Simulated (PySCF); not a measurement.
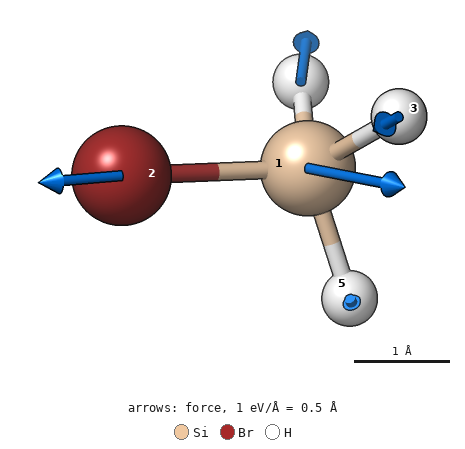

Starting geometry of SiH₃Br with the computed forces as blue arrows. Style: ball-and-stick. Shown at a tilt.

The start comes from GFN2-xTB. Its atoms were then displaced at random by about 0.03 Å.

Theory: PySCF 2.14.0, density-fitted response routines, PBE0-D3(BJ)/def2-SVP geometry optimisation, gas phase. 

> What follows when this structure is relaxed?

It isn't relaxed: the largest force vector, on the Si atom, is 2.93 eV/Å. The final displacements follow the starting forces only in part (cosine between the two patterns 0.72). The Br atom moves most after the best rigid fit: 0.11 Å. Largest moves by element: Br 0.11 Å, H 0.10 Å, Si 0.05 Å. Among the contacts that change: Br–Si 2.130 → 2.226 Å, H–Si 1.400 → 1.489 Å, H–Si 1.559 → 1.489 Å, H–Si 1.472 → 1.489 Å. Among the angles between lasting bonds that change: H–Si–H 117.2° → 110.3°, H–Si–H 107.0° → 110.3°, Br–Si–H 105.7° → 108.6°. Over 4 geometry steps the energy falls by 5.50 kcal/mol. The run took 3.6 s on 1 thread of AMD EPYC 9R45 96-Core Processor, with other jobs on the host.
